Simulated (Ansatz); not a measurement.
# GaH2O2F (SMILES [OH][Ga]([OH])[F]): MP2/6-31G(d) (spherical functions)

Aim: the vertical ionisation energy of GaH2O2F at MP2/6-31G* (spherical functions), from 2 runs. 

The calculation is run with Ansatz 0.2.0.

62 further runs of the same task are left out: 62 set aside as unsound or not needed.

### 1 The system as given

GaH2O2F has 6 atoms, charge 0, and is taken as a singlet. SMILES: `[OH][Ga]([OH])[F]`. The coordinates come from a PBE0-D4/def2-TZVP relaxation. This is one conformer, not always the lowest.

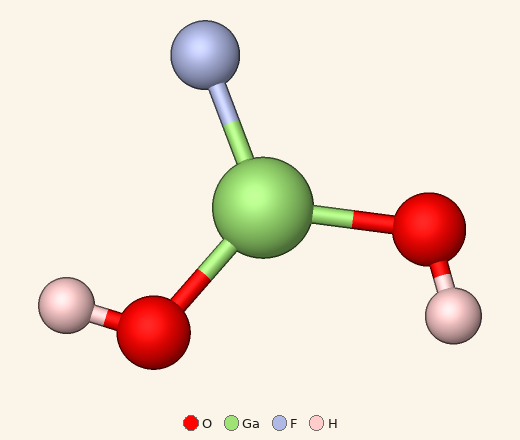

Viewed from a chosen angle; oxygen red, gallium green, fluorine light blue, hydrogen pink.

### 2 A single-point energy at MP2/6-31G(d) (spherical functions)

input.yaml reads:

```yaml
crystal:
  periodic: [false, false, false]
  atoms:
    - symbol: O
      position_ang: [-0.297200, 1.351000, -0.574800]
    - symbol: Ga
      position_ang: [-0.068200, -0.342400, -0.117600]
    - symbol: O
      position_ang: [0.794400, -0.842300, 1.335300]
    - symbol: F
      position_ang: [-0.722600, -1.588800, -1.144800]
    - symbol: H
      position_ang: [-0.788800, 1.459000, -1.392800]
    - symbol: H
      position_ang: [1.124200, -0.100400, 1.848500]
basis:
  gaussian: {orbitals: 6-31G_st_-spherical.json}
correlation: {method: mp2, frozen_orbitals: {F: 1, Ga: 9, H: 0, O: 1}}
accuracy: high
```

The basis set 6-31G* is read from a file made from the Basis Set Exchange's data (not shown).

Started as:

```console
$ ansatz run input.yaml --threads 1 --pin off --max-ram 3480MiB --events-out events.jsonl --progress --plain --runs-dir runs
```

Output:

```text
Warning: RAYON_NUM_THREADS=1 ignored (pool sized by the plan → 1); use --threads N
Functional definition: HF
  name "HF"
  exchange = exact_x
  correlation = 0
1622 factors; integrals over basis functions are off by at most 4.1e-9 eV
mean field evaluation 1: about -59135.8956 eV, gradient 5.1e1 eV
mean field evaluation 2: about -59135.9645 eV, gradient 5.1e1 eV
mean field evaluation 4: about -59140.5483 eV, gradient 2.8e0 eV
mean field evaluation 8: about -59140.5774 eV, gradient 2.4e-1 eV
mean field evaluation 16: about -59140.5776 eV, gradient 1.1e-8 eV
mean field -59140.57760717 eV, -2173.3761401401 hartree, gradient 1.1e-8 eV, S^2 0.000000; 0 other end points of the search recorded, 0 dependent functions left out
12 core orbitals not correlated: weight in the atoms' cores, before any rotation towards them, 1.000 or more for the frozen orbitals, at most 0.000 for the correlated occupied ones
reference -59140.57760717 eV, -2173.3761401401 hartree; 17, 17 occupied and 49, 49 virtual orbitals, 1622 factors
second order -21.11564972 eV of doubles, -0.00000000 eV of singles
Total energy: -59161.69325689 eV, -2174.1521259546 hartree
```

Wall time 3.3 s (1 thread of Arm Neoverse V2, shared host); peak memory 0.2 GiB.

### 3 The doublet cation at the same level

molecule.yaml reads:

```yaml
crystal:
  periodic: [false, false, false]
  atoms:
    - symbol: O
      position_ang: [-0.297200, 1.351000, -0.574800]
    - symbol: Ga
      position_ang: [-0.068200, -0.342400, -0.117600]
    - symbol: O
      position_ang: [0.794400, -0.842300, 1.335300]
    - symbol: F
      position_ang: [-0.722600, -1.588800, -1.144800]
    - symbol: H
      position_ang: [-0.788800, 1.459000, -1.392800]
    - symbol: H
      position_ang: [1.124200, -0.100400, 1.848500]
basis:
  gaussian: {orbitals: 6-31G_st_-spherical.json}
total_charge: 1
magnetization: {spin_polarized: true, initial_magnetization: 1}
correlation: {method: mp2, frozen_orbitals: {F: 1, Ga: 9, H: 0, O: 1}}
accuracy: high
```

The basis set 6-31G* is read from a file made from the Basis Set Exchange's data (not shown).

Started as:

```console
$ ansatz run molecule.yaml --threads 1 --pin off --max-ram 3480MiB --events-out events.jsonl --progress --plain --runs-dir runs
```

Output, cut to the lines that bear on the results:

```text
Warning: RAYON_NUM_THREADS=1 ignored (pool sized by the plan → 1); use --threads N
[... 2 set-up lines as earlier in the session ...]
[...]
1621 factors; integrals over basis functions are off by at most 4.1e-9 eV
[...]
mean field -59129.76764394 eV, -2172.9788813186 hartree, gradient 1.6e-8 eV, S^2 0.756270; 8 other end points of the search recorded, 0 dependent functions left out
12 core orbitals not correlated: weight in the atoms' cores, before any rotation towards them, 1.000 or more for the frozen orbitals, at most 0.000 for the correlated occupied ones
reference -59129.76764394 eV, -2172.9788813186 hartree; 17, 16 occupied and 49, 50 virtual orbitals, 1621 factors
second order -19.70427830 eV of doubles, -0.00000000 eV of singles
Total energy: -59149.47192223 eV, -2173.7030001901 hartree
```

Run time: 16 s. Hardware: 1 thread of Arm Neoverse V2, shared host; peak memory 0.3 GiB.

### 4 Summary of results

Level: MP2/6-31G* (spherical functions), 12 core orbitals frozen.

| quantity | value |
| --- | --- |
| singlet GaH2O2F: total energy | -2174.15213 Eh |
| singlet GaH2O2F: correlation energy (12 core orbitals frozen) | -776.0 mEh |
| doublet cation: total energy | -2173.70300 Eh |
| doublet cation: correlation energy (12 core orbitals frozen) | -724.1 mEh |
| doublet cation: ⟨S²⟩ of the reference determinant | 0.756 |
| vertical ionisation energy (to the doublet cation) | 12.221 eV |

What this shows: The vertical ionisation energy comes to 12.22 eV (282 kcal/mol).
